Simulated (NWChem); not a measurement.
# SiH3Cl (chlorosilane): levels of theory compared

Wanted: a comparison of 4 runs (HF/STO-3G, HF/3-21G, B3LYP/6-31G*) of SiH3Cl (chlorosilane). 

The calculation is run with NWChem 7.3.0.

### 1 The molecule

SiH3Cl has 5 atoms, charge 0, and is taken as a singlet. As SMILES, `[SiH3]Cl`. The shape is that of a PBE0-D4/def2-TZVP optimisation.

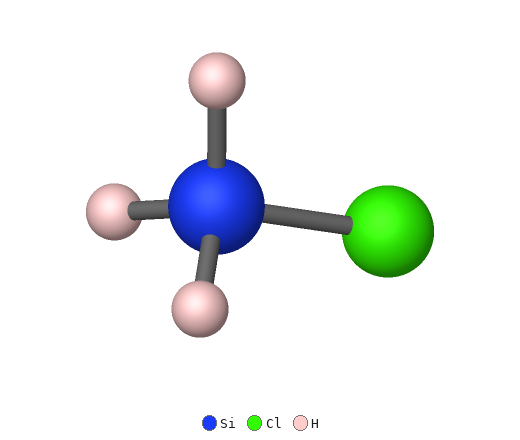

Viewed from a chosen angle; silicon blue, chlorine green, hydrogen pink.

### 2 Energy and gradient at HF/STO-3G (run 1)

The input, run.py:

```python
from ase import Atoms
from ase.calculators.nwchem import NWChem

molecule = Atoms('SiClHHH', positions=[
    [-0.112000, 0.018600, -0.030900],
    [1.838300, -0.513500, 0.329900],
    [-0.950900, -0.488300, 1.079100],
    [-0.534700, -0.585700, -1.314900],
    [-0.190800, 1.495400, -0.104700],
])

calc = NWChem(
    label='geom',
    theory='scf',
    memory='2200 mb',
    basis='STO-3G',
    basispar='spherical bse',
    scf={'nopen': '0', 'rhf': None, 'thresh': '1e-08', 'maxiter': '80'},
)
molecule.calc = calc

forces = molecule.get_forces()
print("Total energy (eV):", round(molecule.get_potential_energy(), 6))
print("forces (eV/A):")
for s, f in zip(molecule.symbols, forces):
    print(f"{s:2s} {f[0]:10.5f} {f[1]:10.5f} {f[2]:10.5f}")
print("dipole (e A):", molecule.get_dipole_moment().round(4))
```

Command:

```console
$ export ASE_NWCHEM_COMMAND="nwchem PREFIX.nwi > PREFIX.nwo"
$ python run.py
```

Log:

```text
Total energy (eV): -20190.091445
forces (eV/A):
Si   -2.39905    0.65363   -0.44136
Cl    0.82234   -0.22425    0.15195
H     0.93789    0.51777   -1.15669
H     0.49993    0.61917    1.35826
H     0.13889   -1.56632    0.08783
dipole (e A): [-0.5618  0.1533 -0.104 ]
```

The calculator wrote geom.nwi:

```
title "geom"

permanent_dir geom

scratch_dir geom

start geom

geometry units angstrom nocenter noautosym noautoz
  Si -1.1200000000000000e-01 1.8599999999999998e-02 -3.0900000000000000e-02
  Cl 1.8383000000000000e+00 -5.1349999999999996e-01 3.2990000000000003e-01
  H  -9.5089999999999997e-01 -4.8830000000000001e-01 1.0790999999999999e+00
  H  -5.3469999999999995e-01 -5.8570000000000000e-01 -1.3149000000000000e+00
  H  -1.9080000000000000e-01 1.4954000000000001e+00 -1.0470000000000000e-01
end

memory 2200 mb

basis spherical bse noprint
   * library STO-3G
end

scf
  nopen 0
  rhf
  thresh 1e-08
  maxiter 80
end

task scf gradient
```

geom.nwo:

```text
Northwest Computational Chemistry Package (NWChem) 7.3.0
             --------------------------------------------------------

           Job information
           ---------------

    nwchem branch   = 7.3.0
    use scalapack   = T
    input           = geom.nwi
    prefix          = geom.
    data base       = geom/geom.db
    status          = startup
    nproc           =        1

           Memory information
           ------------------

    heap     =     72089598 doubles =      550.0 Mbytes
    stack    =     72089595 doubles =      550.0 Mbytes
    global   =    144179200 doubles =     1100.0 Mbytes (distinct from heap & stack)
    total    =    288358393 doubles =     2200.0 Mbytes
    verify   = yes
    hardfail = no

[... 127 lines left out ...]
 Convergence threshold     :          1.000E-08
[... 12 lines left out ...]
       Final RHF  results
[... 3 lines left out ...]
      One-electron energy =  -1201.846887805224
[... 1 line left out ...]
 Nuclear repulsion energy =     86.337224470249
[... 29 lines left out ...]
                       ROHF Final Molecular Orbital Analysis
[... 155 lines left out ...]
    atom               coordinates                        gradient
                 x          y          z           x          y          z
   1 Si     -0.211649   0.035149  -0.058393    0.046654  -0.012711   0.008583
   2 Cl      3.473883  -0.970374   0.623421   -0.015992   0.004361  -0.002955
   3 H      -1.796940  -0.922753   2.039203   -0.018239  -0.010069   0.022494
   4 H      -1.010436  -1.106813  -2.484801   -0.009722  -0.012041  -0.026414
   5 H      -0.360560   2.825896  -0.197854   -0.002701   0.030460  -0.001708

                 ----------------------------------------
                 |  Time  |  1-e(secs)   |  2-e(secs)   |
                 ----------------------------------------
                 |  CPU   |       0.00   |       0.17   |
                 ----------------------------------------
                 |  WALL  |       0.00   |       0.17   |
                 ----------------------------------------

 Task  times  cpu:        0.5s     wall:        0.5s
 Total times  cpu:        0.6s     wall:        0.6s
```

Run time: 1.6 s. Hardware: 1 thread of Intel Xeon Platinum 8375C at 2.90GHz (Ice Lake), shared host; peak memory 0.099 GiB.

### 3 Energy and gradient at HF/3-21G (run 2)

The input, sp.nw:

```
start sp
memory total 2200 mb
charge 0

geometry noautosym nocenter noautoz
  Si    -0.112000     0.018600    -0.030900
  Cl     1.838300    -0.513500     0.329900
  H     -0.950900    -0.488300     1.079100
  H     -0.534700    -0.585700    -1.314900
  H     -0.190800     1.495400    -0.104700
end

basis "ao basis" spherical bse
  * library 3-21G
end

scf
  thresh 1e-08
  maxiter 80
end

task scf gradient
```

Command:

```console
$ nwchem sp.nw > sp.out
```

Log:

```text
[...]
  functions       =    32
[...]
  wavefunction    = RHF
[...]
         Total SCF energy =   -746.452209198456
      One-electron energy =  -1205.301814868338
      Two-electron energy =    372.512381199633
 Nuclear repulsion energy =     86.337224470250
        Time for solution =      0.5s
[...]
                         RHF ENERGY GRADIENTS
    atom               coordinates                        gradient
                 x          y          z           x          y          z
   1 Si     -0.211649   0.035149  -0.058393    0.046315  -0.012624   0.008533
   2 Cl      3.473883  -0.970374   0.623421   -0.044994   0.012274  -0.008321
   3 H      -1.796940  -0.922753   2.039203   -0.000823  -0.000493   0.001079
   4 H      -1.010436  -1.106813  -2.484801   -0.000413  -0.000571  -0.001219
   5 H      -0.360560   2.825896  -0.197854   -0.000086   0.001415  -0.000072
[...]
```

Wall time 1.3 s (1 thread of Intel Xeon Platinum 8375C at 2.90GHz (Ice Lake), shared host); peak memory 0.1 GiB.

Run 3 isn't shown in full; the table further down has it.

### 4 Energy and forces at B3LYP/6-31G(d) (Cartesian functions) (run 4)

The input, clh3si.nw:

```
start clh3si
title "ClH3Si B3LYP"
memory stack 880 mb heap 220 mb global 1100 mb

geometry units angstrom noautosym nocenter noautoz
   Si    -0.112000     0.018600    -0.030900
   Cl     1.838300    -0.513500     0.329900
   H     -0.950900    -0.488300     1.079100
   H     -0.534700    -0.585700    -1.314900
   H     -0.190800     1.495400    -0.104700
end

basis cartesian
   * library 6-31G*
end

dft
   xc b3lyp
   grid xfine
   convergence energy 1e-08
   maxiter 100
   mulliken
end

task dft gradient
```

Command:

```console
$ nwchem clh3si.nw > clh3si.out
```

Log:

```text
[...]
          Wavefunction type:  closed shell.
          No. of atoms     :     5
          No. of electrons :    34
[...]
          Charge           :     0
          Spin multiplicity:     1
[...]
          AO basis - number of functions:    44
[...]
              XC Information
              --------------
                         B3LYP Method XC Potential
                     Hartree-Fock (Exact) Exchange  0.200
                        Slater Exchange Functional  0.800 local
                    Becke 1988 Exchange Functional  0.720 non-local
              Lee-Yang-Parr Correlation Functional  0.810
                  VWN I RPA Correlation Functional  0.190 local
[...]
 d= 0,ls=0.0,diis     1   -751.5013442597 -8.38D+02  1.82D-02  3.32D-01     1.3
[...]
 d= 0,ls=0.0,diis     8   -751.5308349605 -2.37D-10  6.88D-07  6.28D-10     7.7
         Total DFT energy =     -751.530834960487
      One electron energy =    -1210.128259386084
           Coulomb energy =      422.585873591896
    Exchange-Corr. energy =      -50.325673636549
 Nuclear repulsion energy =       86.337224470250
[...]
      Total Density - Mulliken Population Analysis
     ---------------------------------------------
    Atom       Charge   Shell Charges
 -----------   ------   -------------------------------------------------------
    1 Si  14    13.59   2.00  1.99  5.96  1.05  1.89  0.23  0.29  0.18
    2 Cl  17    17.26   2.00  1.99  5.97  1.45  3.65  0.56  1.67 -0.03
    3 H    1     1.05   0.51  0.54
    4 H    1     1.05   0.51  0.54
    5 H    1     1.05   0.51  0.54
[...]
  wavefunction    = closed shell
                         DFT ENERGY GRADIENTS
    atom               coordinates                        gradient
                 x          y          z           x          y          z
   1 Si     -0.211649   0.035149  -0.058393    0.006965  -0.001888   0.001254
   2 Cl      3.473883  -0.970374   0.623421   -0.008868   0.002418  -0.001638
   3 H      -1.796940  -0.922753   2.039203    0.000693  -0.000077  -0.000067
   4 H      -1.010436  -1.106813  -2.484801    0.000635  -0.000046   0.000334
   5 H      -0.360560   2.825896  -0.197854    0.000574  -0.000406   0.000117
[...]
```

Run time: 11 s. Hardware: 1 thread of Intel Xeon Platinum 8375C at 2.90GHz (Ice Lake), shared host; peak memory 0.13 GiB.

### 5 Overview of the runs

| run | level | iteration cap | module | energy (Eh) | dipole moment (D) | HOMO energy (eV) | LUMO energy (eV) | wall time |
| --- | --- | --- | --- | --- | --- | --- | --- | --- |
| 1 | HF/STO-3G | 80 | scf | -741.972181 | 2.84 | -10.15 | 9.58 | 1.6 s |
| 2 | HF/3-21G | 80 | scf | -746.452209 | 2.78 | -12.30 | 3.00 | 1.3 s |
| 3 | B3LYP/6-31G* (spherical functions) | 100 | dft | -751.525855 | 1.68 | -8.66 | -0.24 | 11 s |
| 4 | B3LYP/6-31G* (Cartesian functions) | 100 | dft | -751.530835 | 1.68 | -8.66 | -0.25 | 11 s |

### 6 Results

```
                       quantity          value
            run 4: total energy  -751.53083 Eh
           run 4: dipole moment         1.68 D
             run 4: HOMO energy       -8.66 eV
             run 4: LUMO energy       -0.25 eV
           run 4: HOMO–LUMO gap        8.42 eV
run 4: largest force on an atom     0.480 eV/Å
```

The dipole moment (its size) runs from 1.68 D (B3LYP/6-31G*) to 2.84 D (HF/STO-3G). The two ends differ in method and basis. The HOMO–LUMO gap runs from 8.42 eV (B3LYP/6-31G*) to 19.73 eV (HF/STO-3G). In run 1 the basis is minimal, so the values are rough. All runs together took 25 s, the longest 11 s.
